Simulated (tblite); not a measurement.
Frequency calculation of C₈H₉OP

The run: frequency calculation of C₈H₉OP. Method and program: GFN2-xTB harmonic vibrations, gas phase (tblite 0.8.0).

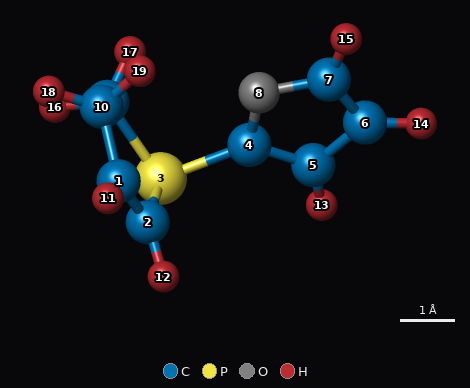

The input geometry (ball-and-stick view, seen at a tilt; atoms are numbered from 1 in the order of the input). Bond lengths as drawn: C–C 1.32 to 1.53 Å, C–H 1.07 to 1.09 Å, C–O 1.34 to 1.35 Å and C–P 1.82 to 1.87 Å.

The input
```
{"job": {"kind": "ir", "xc": "GFN2-xTB", "basis": "xTB"}, "charge": 0, "multiplicity": 1}
C      1.998958     1.043168     0.416415
C      1.241822     1.478930    -0.579439
P      0.484045     0.147640    -1.580071
C     -1.045317    -0.000862    -0.597216
C     -2.329655     0.349435    -0.913638
C     -3.114910     0.038277     0.219389
C     -2.254230    -0.481177     1.136612
O     -1.003766    -0.508482     0.655571
C      1.548124    -1.094144    -0.677024
C      2.110358    -0.437464     0.588392
H      2.511393     1.692374     1.111889
H      1.059054     2.515455    -0.812336
H     -2.661099     0.772051    -1.840279
H     -4.170544     0.177165     0.334006
H     -2.406682    -0.857087     2.129618
H      2.360844    -1.355061    -1.360456
H      0.983972    -2.003341    -0.469705
H      3.146553    -0.736293     0.762112
H      1.531277    -0.731336     1.468699
```

The first line tells a small driver script what to run in tblite; the rest is the geometry in Å.

Run on 1 CPU thread, shared host.

Launched with:
```bash
OMP_NUM_THREADS=1 python <driver script> task.json out
```

Log
```
mode    cm-1     km/mol
  1      15.2      0.59
  2      83.5      0.23
  3     106.2      0.21
  4     156.4      0.47
  5     239.2      1.23
  6     269.8      0.43
  7     367.2      1.80
  8     458.7      8.80
  9     513.8      9.20
 10     586.4      1.16
 11     617.4      1.65
 12     632.6     12.02
 13     696.1     37.24
 14     731.3     22.19
 15     763.2      0.75
 16     764.5      9.80
 17     801.6      8.15
 18     820.9      7.69
 19     846.6      0.42
 20     857.5      0.87
 21     876.6      0.47
 22     901.7      5.98
 23     948.2      2.49
 24     961.5      3.49
 25    1034.8     31.44
 26    1047.2      7.30
 27    1082.2      2.75
 28    1104.3      3.53
 29    1110.3      0.64
 30    1119.5     11.10
 31    1161.7      5.83
 32    1175.0     41.99
 33    1210.9      1.63
 34    1240.0      0.86
 35    1261.3      7.63
 36    1296.4      4.21
 37    1364.4      4.78
 38    1434.8     15.81
 39    1439.6      1.73
 40    1465.6      3.51
 41    1553.1      3.90
 42    1651.8     16.02
 43    2940.2      4.06
 44    2955.6     39.28
 45    2970.4     43.80
 46    2991.1     11.82
 47    3061.8     43.83
 48    3092.3     29.72
 49    3159.4      5.70
 50    3176.8     19.07
 51    3186.7     19.90
```

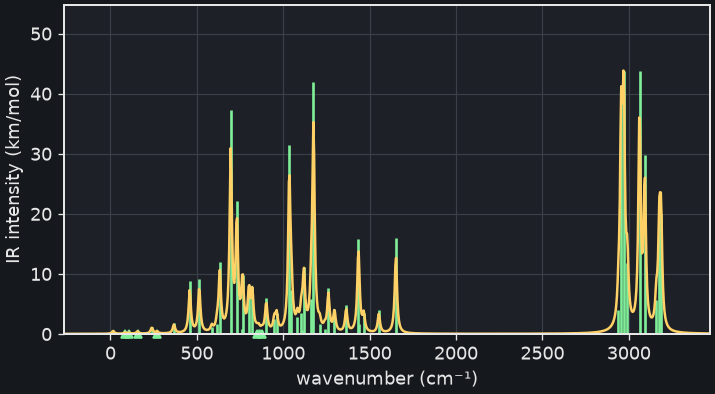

Harmonic infrared spectrum, unscaled: sticks (degenerate modes added up, dark ones marked on the axis) with a Lorentzian envelope of 16 cm⁻¹ full width, scaled to the tallest stick. 51 modes from 15 to 3187 cm⁻¹, none imaginary. The strongest line is at 3062 cm⁻¹ (44 km/mol).

Summary

- outcome: converged
- total energy: −769.0546 eV
- zero-point energy: 91.9260 kcal/mol
- wall time: 0.85 s
- peak memory: 0.18 GiB
